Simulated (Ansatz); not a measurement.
Input

```
crystal:
  periodic: [false, false, false]
  atoms:
    - { symbol: O, position_ang: [-1.578, 0.8036, -0.5911] }
    - { symbol: B, position_ang: [-0.178, 0.7458, -0.4923] }
    - { symbol: Si, position_ang: [0.84757, 2.00943, -1.50656] }
    - { symbol: H, position_ang: [-1.7869, 0.2617, -1.3608] }
    - { symbol: H, position_ang: [0.36285, -0.04274, 0.21701] }
    - { symbol: H, position_ang: [0.6087, 1.80959, -2.94796] }
    - { symbol: H, position_ang: [2.33718, 1.77458, -1.25254] }
    - { symbol: H, position_ang: [0.55769, 3.35726, -1.10655] }
basis:
  gaussian: { orbitals: cc-pVDZ }
hamiltonian:
  xc: pbe0
  dispersion: d4
relax:
  f_tol: 0.015
  max_steps: 40
output:
  orbitals: {}
```

Command:

```sh
ansatz run input.yaml --threads 1 --pin off --max-ram 2048MiB --backend cpu --events-out ev --progress --plain --runs-dir out
```

The fields are those of the relaxed geometry.

Theory: RKS PBE0-D4/cc-pVDZ in Ansatz 0.2.0.

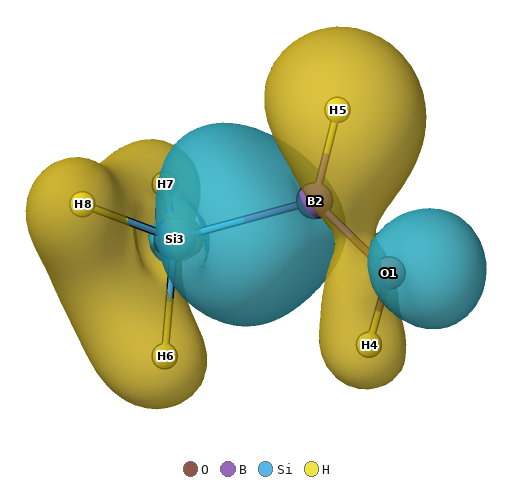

BH5OSi (SMILES OB[SiH3]). The HOMO at ±0.08 Å⁻³ᐟ² (yellow and cyan are the two phases), seen at a tilt.

Q: What is the character of this orbital?

A: It lies mainly on Si3 (about 30 %), B2 (about 30 %), O1 (about 15 %) and H5 (about 15 %). Its energy is −7.79 eV.
